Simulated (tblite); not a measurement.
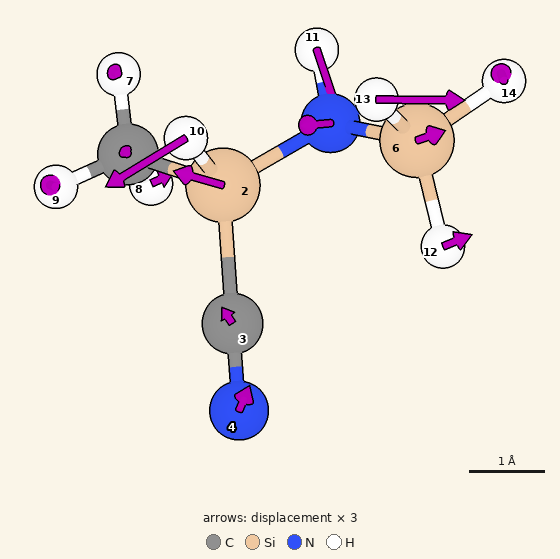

This is a relaxation of C2H8N2Si2. The starting structure is drawn; purple arrows show the displacements, 3 times their true length. The two geometries are superimposed by the best rigid fit.

Style: ball-and-stick. Shown at a tilt.

The calculation used tblite, GFN2-xTB geometry optimisation, gas phase. 

What did the optimiser do to the structure, and how much energy did it gain?

An H atom moves most after the best rigid fit: 0.45 Å. Largest moves by element: H 0.45 Å, N 0.35 Å, Si 0.27 Å, C 0.09 Å. Some distances before and after: Si–Si 2.802 → 3.122 Å, N–Si 1.697 → 1.740 Å, C–N 1.179 → 1.146 Å, H–Si 1.491 → 1.466 Å. Bond angles that change, for instance: Si–N–Si 110.6° → 128.5°, C–Si–N 116.6° → 106.9°, C–Si–H 105.8° → 113.5°. After 60 geometry steps the energy has fallen by 52.1 kJ/mol.
